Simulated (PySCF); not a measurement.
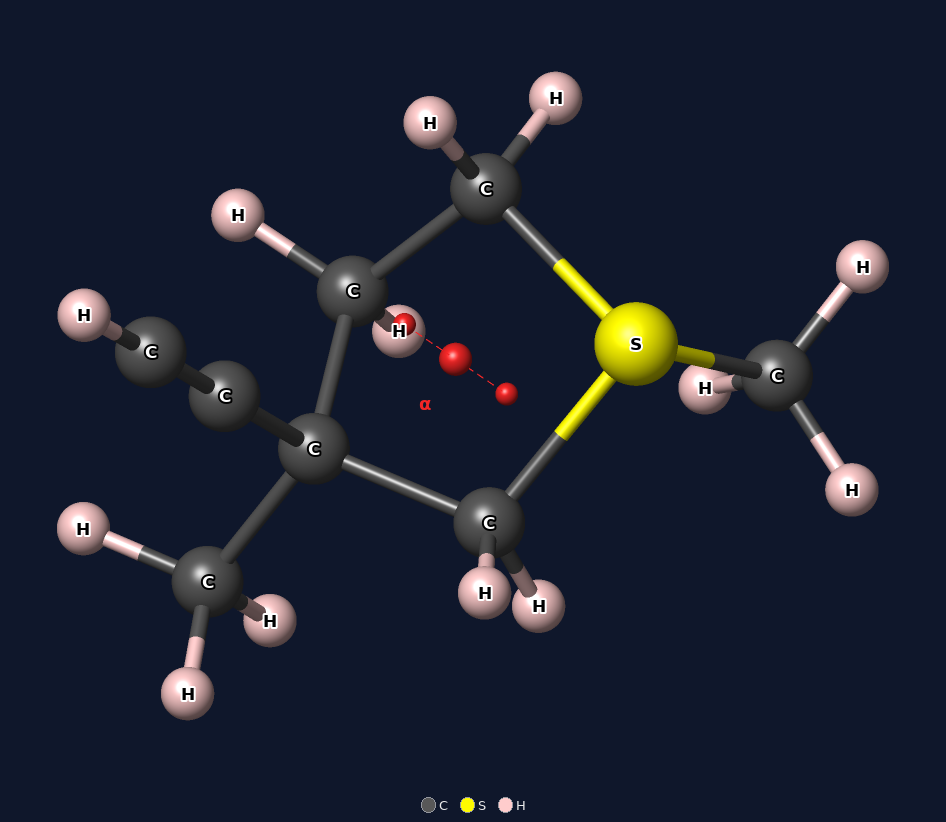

The small points mark where nucleus-independent chemical shifts (NICS) were computed: at the centre of each lettered ring and 1 Å above and below it. State: charge +1, singlet. The geometry was computed by an optimisation with GFN2-xTB. No frequency run is at hand to confirm it as a minimum. Method: GIAO PBE0/pcSseg-1 NMR shielding, non-relativistic, gas phase (PySCF 2.14.0).

Give NICS(0), NICS(1) and the out-of-plane component NICS(1)zz for each ring (means of the two sides).

```csv
ring,members,NICS(0),NICS(1),NICS(1)zz
α,C4S,−7.6,−4.7,−5.8
```

Values in ppm.

What do the values say about the ring currents?

Ring α: weak, as in a non-aromatic ring. NICS is one index among several.
